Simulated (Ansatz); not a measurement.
# C₄₂H₃₀: a spread of methods and bases, part 2 of 2

Ansatz 0.2.0, Gaussian basis; the settings change from run to run. The steps go on from the part before.

**5. wB97M-V/cc-pVDZ**

This run has atoms shaken by 0.15 Å, density fitting with def2-universal-jkfit.

in.yaml reads:

```yaml
crystal:
  periodic: [false, false, false]
  atoms:
    - {symbol: C, position_ang: [-14.342924, -0.344198, 1.005544]}
    - {symbol: C, position_ang: [-13.543038, -1.223679, 1.043392]}
    - {symbol: C, position_ang: [-12.356967, -1.599632, 0.777350]}
    - {symbol: C, position_ang: [-11.537638, -0.010366, 0.374237]}
    - {symbol: C, position_ang: [-10.078990, -0.345324, 0.575125]}
    - {symbol: C, position_ang: [-9.731212, 0.828746, -0.140040]}
    - {symbol: C, position_ang: [-7.985041, 0.871564, -0.313710]}
    - {symbol: C, position_ang: [-7.224237, 0.064381, 0.355074]}
    - {symbol: C, position_ang: [-5.976173, -0.163544, 0.341008]}
    - {symbol: C, position_ang: [-5.092086, 0.243724, -0.839808]}
    - {symbol: C, position_ang: [-3.720241, 0.483733, -0.985497]}
    - {symbol: C, position_ang: [-2.886269, -0.173637, 0.132824]}
    - {symbol: C, position_ang: [-1.629233, -0.250161, 0.135010]}
    - {symbol: C, position_ang: [-0.755338, 0.731824, -0.701539]}
    - {symbol: C, position_ang: [0.756078, 0.838436, -0.842615]}
    - {symbol: C, position_ang: [1.416205, 0.047680, 0.192560]}
    - {symbol: C, position_ang: [3.071127, -0.027383, -0.145984]}
    - {symbol: C, position_ang: [3.574141, -0.079591, 0.844760]}
    - {symbol: C, position_ang: [5.062066, -0.156923, 0.984961]}
    - {symbol: C, position_ang: [5.621931, 0.245119, -0.441655]}
    - {symbol: C, position_ang: [7.098206, -0.034485, -0.377679]}
    - {symbol: C, position_ang: [8.100322, 0.793481, 0.651010]}
    - {symbol: C, position_ang: [9.326134, 0.616589, 0.651024]}
    - {symbol: C, position_ang: [10.052603, 0.364116, -0.432024]}
    - {symbol: C, position_ang: [11.819042, 0.297655, -0.642463]}
    - {symbol: C, position_ang: [12.181539, 0.613218, -2.019681]}
    - {symbol: C, position_ang: [13.609573, 0.433258, -2.158061]}
    - {symbol: C, position_ang: [14.366365, 0.323960, -0.736090]}
    - {symbol: C, position_ang: [13.835444, 0.217231, 0.517290]}
    - {symbol: C, position_ang: [12.460413, 0.207523, 0.347116]}
    - {symbol: C, position_ang: [9.504409, -0.320594, -1.518825]}
    - {symbol: C, position_ang: [7.779522, -0.546265, -1.427460]}
    - {symbol: C, position_ang: [4.966243, 0.334070, -1.560909]}
    - {symbol: C, position_ang: [3.600783, 0.765257, -1.232816]}
    - {symbol: C, position_ang: [0.854786, -0.877006, 0.540070]}
    - {symbol: C, position_ang: [-0.741666, -0.984611, 0.740501]}
    - {symbol: C, position_ang: [-3.343023, -0.391139, 1.531892]}
    - {symbol: C, position_ang: [-5.179784, -0.509928, 1.451984]}
    - {symbol: C, position_ang: [-7.867865, -1.161775, 0.984933]}
    - {symbol: C, position_ang: [-9.478472, -1.181885, 1.401834]}
    - {symbol: C, position_ang: [-12.173282, 0.823709, 0.671341]}
    - {symbol: C, position_ang: [-13.780588, 0.788453, 0.691195]}
    - {symbol: H, position_ang: [-15.863603, -0.465428, 0.539652]}
    - {symbol: H, position_ang: [-13.945637, -2.711208, 0.912885]}
    - {symbol: H, position_ang: [-11.552079, -2.531290, 0.718623]}
    - {symbol: H, position_ang: [-10.130340, 1.279563, -0.772010]}
    - {symbol: H, position_ang: [-7.617578, 1.348569, -1.033702]}
    - {symbol: H, position_ang: [-6.090275, 0.434858, -1.646138]}
    - {symbol: H, position_ang: [-3.223871, 0.690134, -1.662242]}
    - {symbol: H, position_ang: [-1.365449, 1.675045, -1.438263]}
    - {symbol: H, position_ang: [1.100602, 1.714454, -1.429148]}
    - {symbol: H, position_ang: [3.318591, -0.234430, 1.869462]}
    - {symbol: H, position_ang: [5.762241, -0.210585, 1.978725]}
    - {symbol: H, position_ang: [7.470796, 0.848773, 1.556419]}
    - {symbol: H, position_ang: [9.953466, 1.170150, 1.589597]}
    - {symbol: H, position_ang: [11.841731, 0.949845, -2.544068]}
    - {symbol: H, position_ang: [14.122423, 0.651304, -2.915382]}
    - {symbol: H, position_ang: [15.231398, 0.328954, -0.859856]}
    - {symbol: H, position_ang: [14.402700, -0.004474, 1.519828]}
    - {symbol: H, position_ang: [11.992554, -0.406845, 1.656695]}
    - {symbol: H, position_ang: [10.080122, -0.506800, -2.474310]}
    - {symbol: H, position_ang: [7.369089, -0.691516, -2.302855]}
    - {symbol: H, position_ang: [5.484009, 0.542128, -2.171896]}
    - {symbol: H, position_ang: [2.941365, 0.634804, -2.365261]}
    - {symbol: H, position_ang: [1.449752, -1.771923, 1.642364]}
    - {symbol: H, position_ang: [-1.175114, -1.347792, 1.284591]}
    - {symbol: H, position_ang: [-2.684978, -0.497574, 2.395481]}
    - {symbol: H, position_ang: [-5.477832, -0.640080, 2.102599]}
    - {symbol: H, position_ang: [-7.626892, -1.631376, 1.746636]}
    - {symbol: H, position_ang: [-9.764305, -1.756410, 1.918417]}
    - {symbol: H, position_ang: [-11.804029, 1.795254, 0.484428]}
    - {symbol: H, position_ang: [-14.269815, 2.035300, 0.648515]}
basis:
  gaussian: {orbitals: cc-pVDZ, fitting: {mean_field: def2-universal-jkfit}}
hamiltonian: {xc: {name: wB97M-V}}
output: {forces: true}
```

The run is started by

```console
> ansatz run in.yaml --threads 2 --pin off --events-out ev --progress --plain --max-ram 32768MiB --backend cuda --devices 0, --max-vram 18GiB
```

Output:

```text
Functional definition: wB97M-V
  name "wB97M-V"
  cite "Mardirossian & Head-Gordon, J. Chem. Phys. 144, 214110 (2016) doi:10.1063/1.4952647"
  cite "Becke, J. Chem. Phys. 107, 8554 (1997) doi:10.1063/1.475007"
  cite "Vydrov & Van Voorhis, J. Chem. Phys. 133, 244103 (2010) doi:10.1063/1.3521275"
  # Of w^i u^j: cxij and so on, Table III.
  parameter omega = 0.3/bohr
  parameter cx = 0.15
  parameter cx01 = 1.007
  parameter cx10 = 0.259
  parameter css00 = 0.443
  parameter css04 = -1.437
  parameter css10 = -4.535
  parameter css20 = -3.390
  parameter css43 = 4.278
  parameter cos00 = 1.000
  parameter cos10 = 1.358
  parameter cos20 = 2.924
  parameter cos21 = -8.812
  parameter cos60 = -1.390
  parameter cos61 = 9.142
  parameter b = 6.0
  parameter c = 0.01
  gx(w, u) = 1 - cx + cx01*u + cx10*w
  gss(w, u) = css00 + css04*u^4 + css10*w + css20*w^2 + css43*w^4*u^3
  gos(w, u) = cos00 + cos10*w + (cos20 + cos21*u)*w^2 + (cos60 + cos61*u)*w^6
  exchange = spin_sum(e_x_unif_sr(omega)*gx(b97_w, b97_u_x)) + cx*exact_x_sr(omega) + exact_x_lr(omega)
  correlation = spin_sum(e_c_pw_mod_same_spin*gss(b97_w, b97_u_same))
      + integral(e_c_pw_mod_opposite_spin*gos(b97_w_opposite, b97_u_opposite)) + vv10(b, c)
3690 factors; integrals over basis functions are off by at most 3.8e-1 eV
3690 factors; integrals over basis functions are off by at most 4.6e-7 eV
mean field evaluation 1: about -43924.7221 eV, gradient 9.5e1 eV
mean field evaluation 2: about -43934.8101 eV, gradient 7.8e1 eV
mean field evaluation 4: about -43950.0699 eV, gradient 7.4e0 eV
mean field evaluation 8: about -43950.2593 eV, gradient 7.8e-1 eV
mean field evaluation 16: about -43950.2624 eV, gradient 3.0e-3 eV
mean field -43950.26242848 eV, -1615.1423536887 hartree, gradient 1.4e-5 eV, S^2 0.000000; 0 other end points of the search recorded, 0 dependent functions left out
the calculation of the forces begins
reference -43950.26257167 eV, -1615.1423589508 hartree; 141, 141 occupied and 597, 597 virtual orbitals, 3690 factors
Total energy: -43950.26257167 eV, -1615.1423589508 hartree
Atom 0 at   -14.342924    -0.344198     1.005544 Å, force   -15.775604    11.089118    -2.973558 eV/Å
Atom 1 at   -13.543038    -1.223679     1.043392 Å, force     5.576831   -20.935648     0.871968 eV/Å
Atom 2 at   -12.356967    -1.599632     0.777350 Å, force     8.187162     2.624799    -2.439428 eV/Å
Atom 3 at   -11.537638    -0.010366     0.374237 Å, force    14.988024   -31.193564    -2.087142 eV/Å
Atom 4 at   -10.078990    -0.345324     0.575125 Å, force    -5.086890     8.016296    -4.455010 eV/Å
Atom 5 at    -9.731212     0.828746    -0.140040 Å, force    17.597869   -10.530615    10.103164 eV/Å
Atom 6 at    -7.985041     0.871564    -0.313710 Å, force   -10.945141    -1.118362     3.557336 eV/Å
Atom 7 at    -7.224237     0.064381     0.355074 Å, force   -10.245378    -6.430589     3.582401 eV/Å
Atom 8 at    -5.976173    -0.163544     0.341008 Å, force    17.809823    -0.386774    -0.024147 eV/Å
Atom 9 at    -5.092086     0.243724    -0.839808 Å, force    -3.853826     1.229276    -1.845002 eV/Å
Atom 10 at    -3.720241     0.483733    -0.985497 Å, force   -10.093041    -7.711684    15.566886 eV/Å
Atom 11 at    -2.886269    -0.173637     0.132824 Å, force   -12.694741     2.151588     4.916115 eV/Å
Atom 12 at    -1.629233    -0.250161     0.135010 Å, force    14.352744     5.318945    -6.705327 eV/Å
Atom 13 at    -0.755338     0.731824    -0.701539 Å, force     1.414526     3.449247    -3.770259 eV/Å
Atom 14 at     0.756078     0.838436    -0.842615 Å, force    -7.386061     0.743662     2.172084 eV/Å
Atom 15 at     1.416205     0.047680     0.192560 Å, force    13.209268    15.939969   -12.805567 eV/Å
Atom 16 at     3.071127    -0.027383    -0.145984 Å, force   -16.573276     6.102408   -21.601018 eV/Å
Atom 17 at     3.574141    -0.079591     0.844760 Å, force    18.729818    -3.917980    26.773684 eV/Å
Atom 18 at     5.062066    -0.156923     0.984961 Å, force    -0.008694     3.124530    -4.368352 eV/Å
Atom 19 at     5.621931     0.245119    -0.441655 Å, force     4.991393    -5.022434    10.987652 eV/Å
Atom 20 at     7.098206    -0.034485    -0.377679 Å, force     3.610926     3.596988    -0.098388 eV/Å
Atom 21 at     8.100322     0.793481     0.651010 Å, force   -13.050355    -3.632979    -0.160445 eV/Å
Atom 22 at     9.326134     0.616589     0.651024 Å, force     8.323601     3.786226     6.137222 eV/Å
Atom 23 at    10.052603     0.364116    -0.432024 Å, force     5.755630    -4.604270    -7.213480 eV/Å
Atom 24 at    11.819042     0.297655    -0.642463 Å, force   -13.961337     3.456773   -12.417872 eV/Å
Atom 25 at    12.181539     0.613218    -2.019681 Å, force    27.838683   -22.159316    35.560703 eV/Å
Atom 26 at    13.609573     0.433258    -2.158061 Å, force    -6.314274    -0.824486    12.050070 eV/Å
Atom 27 at    14.366365     0.323960    -0.736090 Å, force   -13.214776    -0.152909    -2.062460 eV/Å
Atom 28 at    13.835444     0.217231     0.517290 Å, force     1.597178    -0.419493    -0.654094 eV/Å
Atom 29 at    12.460413     0.207523     0.347116 Å, force     5.559067    -4.391118    17.545150 eV/Å
Atom 30 at     9.504409    -0.320594    -1.518825 Å, force    -4.374568     0.818960     1.075302 eV/Å
Atom 31 at     7.779522    -0.546265    -1.427460 Å, force     7.234606     2.349684     3.703034 eV/Å
Atom 32 at     4.966243     0.334070    -1.560909 Å, force   -16.390982    -0.964818    14.496492 eV/Å
Atom 33 at     3.600783     0.765257    -1.232816 Å, force    -0.961735    -5.591846    -6.947419 eV/Å
Atom 34 at     0.854786    -0.877006     0.540070 Å, force   -13.716440   -20.080696    14.053942 eV/Å
Atom 35 at    -0.741666    -0.984611     0.740501 Å, force    18.721801    11.167260   -17.083441 eV/Å
Atom 36 at    -3.343023    -0.391139     1.531892 Å, force    -6.719980     0.106771    -6.122505 eV/Å
Atom 37 at    -5.179784    -0.509928     1.451984 Å, force    20.290389     8.380439   -36.524562 eV/Å
Atom 38 at    -7.867865    -1.161775     0.984933 Å, force    -9.436208     7.389862    -3.484839 eV/Å
Atom 39 at    -9.478472    -1.181885     1.401834 Å, force    15.341261    13.659029   -15.332093 eV/Å
Atom 40 at   -12.173282     0.823709     0.671341 Å, force   -20.858788    23.077625     5.142783 eV/Å
Atom 41 at   -13.780588     0.788453     0.691195 Å, force     2.535933     8.196161     0.407130 eV/Å
Atom 42 at   -15.863603    -0.465428     0.539652 Å, force     4.186326     0.164774     1.927638 eV/Å
Atom 43 at   -13.945637    -2.711208     0.912885 Å, force    -0.293031     3.385351     1.031391 eV/Å
Atom 44 at   -11.552079    -2.531290     0.718623 Å, force    -3.002686     2.244800     0.246145 eV/Å
Atom 45 at   -10.130340     1.279563    -0.772010 Å, force    -7.379143     7.726249   -10.385973 eV/Å
Atom 46 at    -7.617578     1.348569    -1.033702 Å, force     3.124815     5.491979    -6.005831 eV/Å
Atom 47 at    -6.090275     0.434858    -1.646138 Å, force     4.024331    -0.007771     1.092340 eV/Å
Atom 48 at    -3.223871     0.690134    -1.662242 Å, force     8.284225     4.103264   -13.048850 eV/Å
Atom 49 at    -1.365449     1.675045    -1.438263 Å, force     1.805440    -3.071621     2.265127 eV/Å
Atom 50 at     1.100602     1.714454    -1.429148 Å, force     0.183028    -0.756806     0.473038 eV/Å
Atom 51 at     3.318591    -0.234430     1.869462 Å, force    -2.090641    -0.517778     0.640476 eV/Å
Atom 52 at     5.762241    -0.210585     1.978725 Å, force    -2.064486     0.026892    -2.658741 eV/Å
Atom 53 at     7.470796     0.848773     1.556419 Å, force     0.721516     1.236665     0.077057 eV/Å
Atom 54 at     9.953466     1.170150     1.589597 Å, force    -1.529963    -1.783879    -2.229462 eV/Å
Atom 55 at    11.841731     0.949845    -2.544068 Å, force   -23.495982    20.949563   -33.948413 eV/Å
Atom 56 at    14.122423     0.651304    -2.915382 Å, force     4.586872     1.704728    -6.818471 eV/Å
Atom 57 at    15.231398     0.328954    -0.859856 Å, force    14.943762    -0.013011    -2.006912 eV/Å
Atom 58 at    14.402700    -0.004474     1.519828 Å, force    -1.061275     0.774582    -2.214834 eV/Å
Atom 59 at    11.992554    -0.406845     1.656695 Å, force     0.373970     2.222338    -3.817492 eV/Å
Atom 60 at    10.080122    -0.506800    -2.474310 Å, force    -0.907397    -0.204185     1.124471 eV/Å
Atom 61 at     7.369089    -0.691516    -2.302855 Å, force    -2.452519    -1.869214    -4.961061 eV/Å
Atom 62 at     5.484009     0.542128    -2.171896 Å, force    11.836862     5.103097   -16.887993 eV/Å
Atom 63 at     2.941365     0.634804    -2.365261 Å, force     1.385438     1.131199     3.497122 eV/Å
Atom 64 at     1.449752    -1.771923     1.642364 Å, force    -1.380491     2.397935    -3.532887 eV/Å
Atom 65 at    -1.175114    -1.347792     1.284591 Å, force   -13.187369   -15.689161    20.176566 eV/Å
Atom 66 at    -2.684978    -0.497574     2.395481 Å, force    -0.405205    -0.262131     0.063233 eV/Å
Atom 67 at    -5.477832    -0.640080     2.102599 Å, force   -16.900089    -7.512369    37.212138 eV/Å
Atom 68 at    -7.626892    -1.631376     1.746636 Å, force     4.775458    -5.434936     7.054883 eV/Å
Atom 69 at    -9.764305    -1.756410     1.918417 Å, force    -7.635959   -15.077868    13.381785 eV/Å
Atom 70 at   -11.804029     1.795254     0.484428 Å, force     0.331558     2.186900     0.786363 eV/Å
Atom 71 at   -14.269815     2.035300     0.648515 Å, force     1.218194    -4.355620    -0.059563 eV/Å
Dipole moment:     0.207521     0.203492    -0.046928 e Å
```

Wall time 25 s (1 × H100 (card shared with other runs) with 2 threads of AMD EPYC 7R13, shared host); peak host memory 2.5 GiB.

Largest force 50.305 eV/Å, dipole 1.41 D.

**6. The runs in one table**

```
          level  charge  multiplicity  geometry  functions  energy (eV)  time
   PBE0/cc-pVDZ       0             3   relaxed        738   -43994.634  87 s
     B97/6-31G*       0             1   relaxed        690   -44029.162  19 s
   BHLYP/6-31G*       0             1   relaxed        690   -44020.243  12 s
wB97M-V/cc-pVDZ       0             1    shaken        738   -43950.263  25 s
```

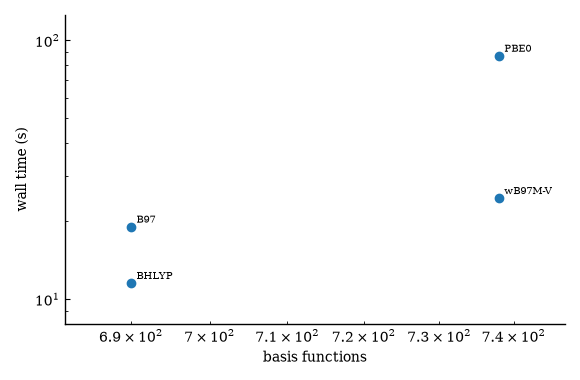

Wall time against the number of basis functions (shared host).

**7. Summary of results**

What follows sums up all 2 parts.

| quantity | value |
| --- | --- |
| runs | 4 |
| quickest | BHLYP/6-31G*, 12 s |
| slowest | PBE0/cc-pVDZ, 87 s |
| spread of total energies, same state and geometry | 8.9 eV |

What this shows: PBE0/cc-pVDZ took 8 times as long as BHLYP/6-31G*. The jobs differ in tasks and options as well as level. Total energies at one charge and spin differ by 9 eV between levels, so only differences within one level mean anything. At the PBE-D4/def2-SVP geometry and in the same state, runs without warnings or point charges leave forces up to 0.44 eV/Å (B97/6-31G*), against 50.3 eV/Å where the atoms were moved.
